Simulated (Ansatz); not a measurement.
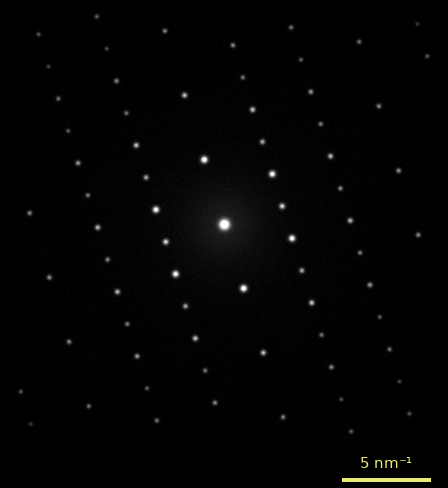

Kinematic zone-axis pattern, calculated for 200 keV electrons with B = 0.3 Å².

Question: What net do the spots form, and what spacings does it show?

Answer: The spots form a rectangular net whose two shortest vectors correspond to d = 5.21 Å and 2.88 Å, 90.0° apart.

Question: What is the point symmetry of the pattern, intensities included?

Answer: 2mm.

Question: What was simulated?

Answer: This cannot be fixed from one zone alone; the pattern is [100] of Sc, space group P6_3/mmc (No. 194), a = 3.328 Å, c = 5.212 Å (hexagonal axes). The net vectors are 0 0 1 (itself extinct) and 0 1 0. Structure: the input geometry of an electronic-structure calculation (not necessarily at equilibrium).
